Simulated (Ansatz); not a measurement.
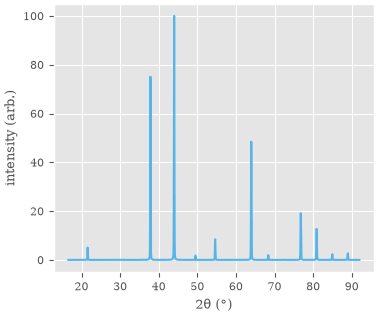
*Simulated powder pattern, Cu Kα, λ = 1.54184 Å*

The pattern belongs to a structure relaxed with PBE in the plane-wave PAW code Ansatz.

**Question.** Pick the material that matches.
(A) TaNO, P2_1 (Pearson symbol mP12)
(B) AlN, Pm-3n (Al on 6d, N on 6c)
(C) AlN, zinc blende
(D) VN, P-43m (V on 4e, N on 4e)

**Answer.** D, VN, P-43m (V on 4e, N on 4e)

The start of the workflow was typed in or built on a structure type; neither database checked (COD, Materials Project) lists it. It is not the phase usual at ambient conditions (space group No. 225). The PBE relaxation kept the symmetry of its start; its stability against distortions is not shown here. The workflow began spin-polarised and lost its moments.

Potentials: the earlier of the program's two PAW sets.
